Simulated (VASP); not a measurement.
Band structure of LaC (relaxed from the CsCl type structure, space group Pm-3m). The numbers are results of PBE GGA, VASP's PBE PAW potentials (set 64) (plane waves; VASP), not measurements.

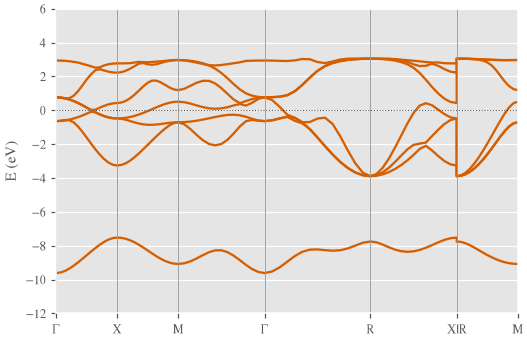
Figure: Bands along high-symmetry lines, zero at the valence-band maximum or, without a gap, the Fermi level

Question: Read the plot: is there a gap, and where are the band edges?

Answer: It has no gap at this level: it comes out as a metal or semimetal. (Edges off the drawn lines would not show.)

The structure was generated: LaC was put into the CsCl type type (Pm-3m), which need not be its known phase. It was relaxed first, which changed the volume by -29 %. The electron count is odd and the run is not spin-polarised, which forces a metal.
